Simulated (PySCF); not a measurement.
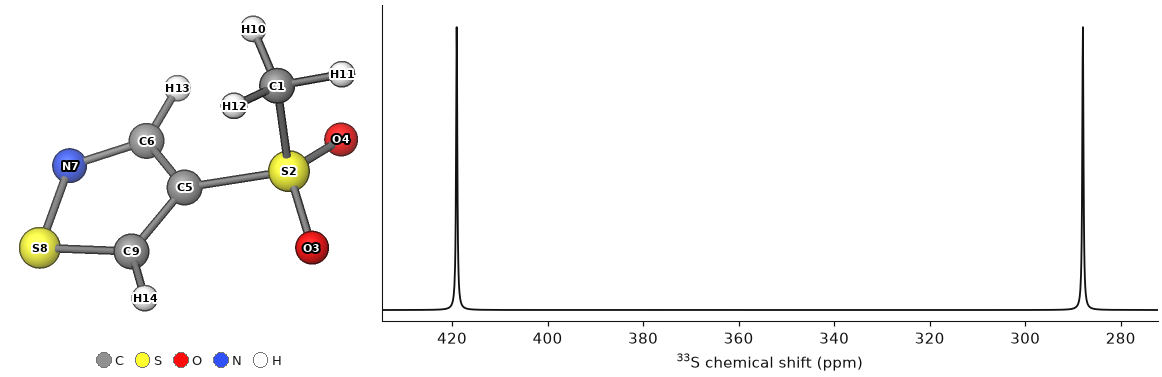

Spectrum and numbered structure of C₄H₅NO₂S₂, SMILES CS(=O)(=O)c1cnsc1. GIAO shifts, PBE0/pcSseg-1 (IEF-PCM chloroform), PySCF 2.14.0, at a PBE0-D3(BJ)/def2-SVP geometry (no frequency check), against CS₂ for ³³S computed at the same level. fully decoupled, line heights follow the number of nuclei, widths are arbitrary (no quadrupolar broadening); values of one conformer, averaged over nuclei that symmetry, rotation about single bonds or inversion at nitrogen exchange, these motions taken as fast; other conformers aren't averaged in.

### Assign the ³³S signals to the numbered atoms.

```csv
δ (ppm),nuclei,atoms
419.0,1,S8
287.9,1,S2
```
